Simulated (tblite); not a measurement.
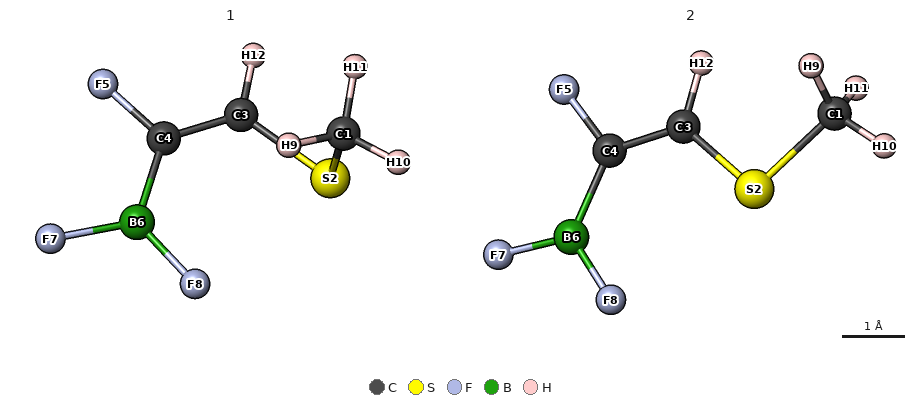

Two geometries of C3H4BF3S, drawn at one scale. One is the start of a relaxation, the other its converged end. A ball-and-stick model, seen from a free direction.

Computed with GFN2-xTB geometry optimisation, gas phase (tblite). 

Q: Which one is relaxed?

A: Structure 2 is the relaxed one. The atom that moves furthest after the best rigid fit is H9 (1.65 Å). By element the largest moves are H 1.65 Å, S 1.37 Å, F 1.20 Å, C 0.90 Å, B 0.67 Å. Near-neighbour distances that change, for instance: B6–F7 1.451 → 1.315 Å, B6–F8 1.437 → 1.322 Å, S2–C3 1.823 → 1.721 Å, C1–H10 1.120 → 1.085 Å. Among the angles between lasting bonds that change: C1–S2–C3 93.0° → 99.2°, C4–B6–F7 119.2° → 123.9°, F7–B6–F8 118.3° → 114.9°. Groups turn about S2–C3 by about 90°. The energy falls by 99.1 kJ/mol in 132 geometry steps. Cost: 0.57 s on 1 thread of Intel(R) Xeon(R) 6975P-C, on a shared host.
